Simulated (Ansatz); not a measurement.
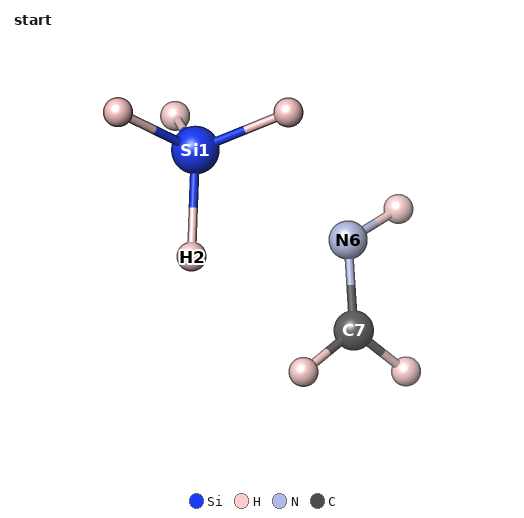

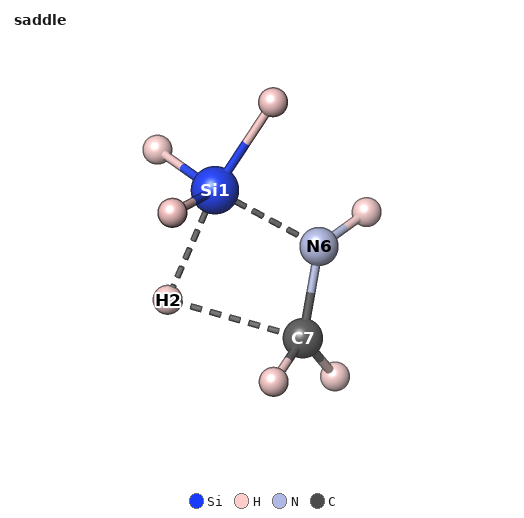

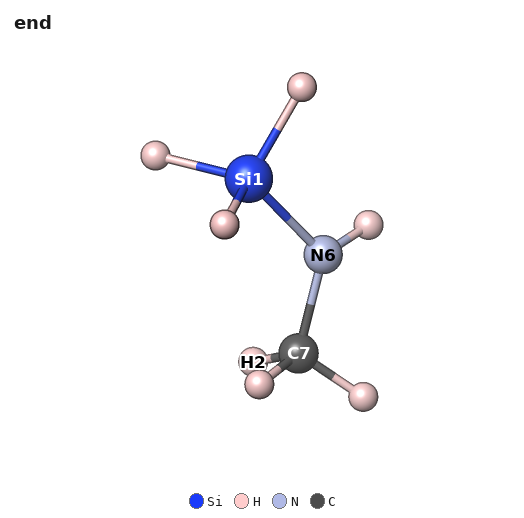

A saddle point and the two end points reached downhill from it. Broken sticks mark bonds that form or break. The species is neutral and a spin singlet. Geometries: PBE0-D4/def2-TZVP; all other levels are single points on them, and energies count from the start as drawn. Program: Ansatz 0.2.0. In CBS estimates cores are frozen, and CCSD(T) − MP2 is taken in the smaller basis.

### Which bonds form and which break from start to end?

Formed: Si1–N6, H2–C7; broken: Si1–H2. At the saddle point Si1···N6 is 1.83 Å, H2···C7 is 1.99 Å, Si1···H2 is 1.76 Å.

Give the electronic barrier and the reaction energy from start to end in kcal/mol (no zero-point energy) with CCSD(T)/CBS (MP2 limit from def2-TZVPP and def2-QZVPP plus CCSD(T) − MP2); SPW92 (LDA)/def2-TZVPP; PBE-D4/def2-SVP; BLYP-D4/def2-TZVPP; RHF-CCSD(T) (frozen core)/def2-TZVPP; PBE0-D4/def2-TZVPP; SPW92 (LDA)/def2-SVP.

| level | barrier | reaction energy |
| --- | --- | --- |
| CCSD(T)/CBS (MP2 limit from def2-TZVPP and def2-QZVPP plus CCSD(T) − MP2) | 49.6 | −36.8 |
| SPW92 (LDA)/def2-TZVPP | 30.6 | −43.9 |
| PBE-D4/def2-SVP | 41.8 | −34.2 |
| BLYP-D4/def2-TZVPP | 44.4 | −31.8 |
| RHF-CCSD(T) (frozen core)/def2-TZVPP | 51.3 | −35.0 |
| PBE0-D4/def2-TZVPP | 43.3 | −39.6 |
| SPW92 (LDA)/def2-SVP | 32.7 | −42.2 |
